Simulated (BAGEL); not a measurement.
**HF/3-21G (density fitting with qzvpp-jkfit) run of [CF3]+ (SMILES F[C+](F)F)**

Aim: the vertical ionisation energy of [CF3]+ at HF/3-21G (density fitting with qzvpp-jkfit), from 2 runs. 

The results are computed with BAGEL 1.2.2.

**1. The system as given**

[CF3]+ has 4 atoms, charge +1, and is taken as a singlet. SMILES: `F[C+](F)F`. The shape is that of a PBE0-D4/def2-TZVP optimisation.

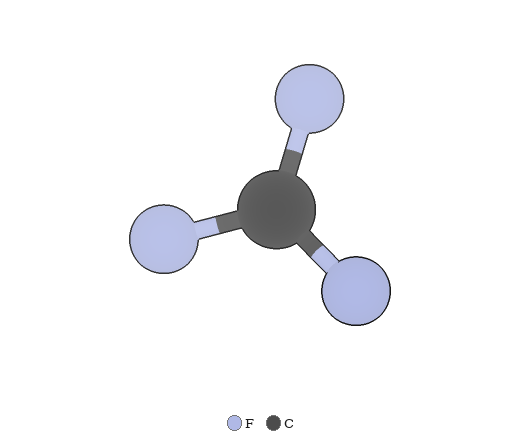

Viewed from a chosen angle; fluorine light blue, carbon dark grey.

**2. A single-point energy at HF/3-21G (density fitting with qzvpp-jkfit)**

Input file calc.json:

```json
{ "bagel": [

{
  "title": "molecule",
  "basis": "3-21g",
  "df_basis": "qzvpp-jkfit",
  "angstrom": true,
  "geometry": [
    { "atom": "F", "xyz": [    0.698600,   -0.114600,    1.005400 ] },
    { "atom": "C", "xyz": [    0.000000,    0.000000,    0.000000 ] },
    { "atom": "F", "xyz": [   -0.609500,   -0.973400,   -0.439400 ] },
    { "atom": "F", "xyz": [   -0.089000,    1.088000,   -0.566000 ] }
  ]
},
{ "title": "hf", "charge": 1 },
{ "title": "print", "file": "orbitals.molden", "orbitals": true }

]}
```

Started as:

```console
$ BAGEL_NUM_THREADS=1 BAGEL calc.json > calc.out
```

Standard output:

```text
* using 1 threads per process

  ===============================================================
  ===============================================================

  *** Geometry ***

  { "atom" : "F", "xyz" : [      1.320163,     -0.216563,      1.899931 ] },
  { "atom" : "C", "xyz" : [      0.000000,      0.000000,      0.000000 ] },
  { "atom" : "F", "xyz" : [     -1.151788,     -1.839459,     -0.830346 ] },
  { "atom" : "F", "xyz" : [     -0.168186,      2.056022,     -1.069585 ] },

  Number of auxiliary basis functions:      306

  Since a DF basis is specified, we compute 2- and 3-index integrals:
    o Being stored without compression. Storage requirement is 0.003 GB

  Number of basis functions:       36
  Number of electrons      :       33

    * METHOD: MOLECULE                             0.09

  *** RHF ***

  === Nuclear Repulsion ===
   130.0927920167

      * DIIS with orbital gradients will be used.

  === RHF iteration (3-21g) ===
      0       -333.75305484          0.04353625           0.01
      1       -333.90139019          0.02647466           0.01
      2       -333.95387814          0.00168116           0.01
      3       -333.95437089          0.00043756           0.01
      4       -333.95441812          0.00010388           0.01
      5       -333.95442047          0.00001969           0.01
      6       -333.95442054          0.00000399           0.01
      7       -333.95442055          0.00000114           0.01
      8       -333.95442055          0.00000039           0.01
      9       -333.95442055          0.00000005           0.01
     10       -333.95442055          0.00000001           0.01
     11       -333.95442055          0.00000000           0.01
    * SCF iteration converged.

    * Permanent dipole moment:
           (    0.000078,    -0.000006,     0.000003) a.u.

    * METHOD: HF                                   0.23

    * METHOD: PRINT                                0.00

  ===============================================================
```

Wall time 0.48 s (1 thread of Arm Neoverse N1, shared host); peak memory 0.083 GiB.

**3. Doublet [CF3]2+**

Input file calc.json:

```json
{ "bagel" : [

{
  "title" : "molecule",
  "basis" : "3-21g",
  "df_basis" : "qzvpp-jkfit",
  "angstrom" : "true",
  "geometry" : [
    { "atom" : "F", "xyz" : [    0.698600,   -0.114600,    1.005400 ] },
    { "atom" : "C", "xyz" : [    0.000000,    0.000000,    0.000000 ] },
    { "atom" : "F", "xyz" : [   -0.609500,   -0.973400,   -0.439400 ] },
    { "atom" : "F", "xyz" : [   -0.089000,    1.088000,   -0.566000 ] }
  ]
},
{ "title" : "uhf", "charge" : 2, "nopen" : 1 },
{ "title" : "print", "file" : "orbitals.molden", "orbitals" : "true" }

]}
```

Started as:

```console
$ BAGEL_NUM_THREADS=1 BAGEL calc.json > calc.out
```

Standard output:

```text
* using 1 threads per process

  ===============================================================
  ===============================================================

  *** Geometry ***

  { "atom" : "F", "xyz" : [      1.320163,     -0.216563,      1.899931 ] },
  { "atom" : "C", "xyz" : [      0.000000,      0.000000,      0.000000 ] },
  { "atom" : "F", "xyz" : [     -1.151788,     -1.839459,     -0.830346 ] },
  { "atom" : "F", "xyz" : [     -0.168186,      2.056022,     -1.069585 ] },

  Number of auxiliary basis functions:      306

  Since a DF basis is specified, we compute 2- and 3-index integrals:
    o Being stored without compression. Storage requirement is 0.003 GB

  Number of basis functions:       36
  Number of electrons      :       33

    * METHOD: MOLECULE                             0.09

  *** Open-shell HF ***

  === Nuclear Repulsion ===
   130.0927920167

      * DIIS with orbital gradients will be used.

  === UHF iteration (3-21g) ===
      0       -332.75924220          0.07133090           0.03
      1       -332.92171038          0.03663451           0.03
      2       -332.94183744          0.02145875           0.03
      3       -332.95063683          0.00116284           0.03
      4       -332.95087854          0.00042923           0.03
      5       -332.95092828          0.00007712           0.03
      6       -332.95093306          0.00001568           0.03
      7       -332.95093370          0.00001122           0.03
      8       -332.95093401          0.00001946           0.03
      9       -332.95093346          0.00001041           0.03
     10       -332.95093380          0.00000238           0.03
     11       -332.95093408          0.00000137           0.03
     12       -332.95093415          0.00000060           0.03
     13       -332.95093416          0.00000034           0.03
     14       -332.95093416          0.00000015           0.03
     15       -332.95093416          0.00000005           0.03
     16       -332.95093416          0.00000006           0.03
     17       -332.95093416          0.00000005           0.03
     18       -332.95093416          0.00000002           0.03
     19       -332.95093416          0.00000001           0.03
    * SCF iteration converged.

    * S^2 (UHF) is 0.7770

    * Permanent dipole moment:
           (    0.000093,    -0.000003,     0.000024) a.u.

    * METHOD: UHF                                  0.58

    * METHOD: PRINT                                0.01

  ===============================================================
```

Wall time 0.85 s (1 thread of Arm Neoverse N1, shared host); peak memory 0.083 GiB.

**4. Results**

Level: HF/3-21G (density fitting with qzvpp-jkfit).

| quantity | value |
| --- | --- |
| singlet [CF3]+: total energy | -333.95442 Eh |
| singlet [CF3]+: HOMO energy | -28.37 eV |
| singlet [CF3]+: LUMO energy | -6.49 eV |
| singlet [CF3]+: HOMO–LUMO gap | 21.88 eV |
| doublet [CF3]2+: total energy | -332.95093 Eh |
| doublet [CF3]2+: ⟨S²⟩ | 0.777 |
| vertical ionisation energy (to the doublet dication) | 27.306 eV |

In words: Removing an electron at fixed nuclei costs 27.31 eV (630 kcal/mol). The negative HOMO energy of the first species, 28.37 eV, lies 1.07 eV above that difference.
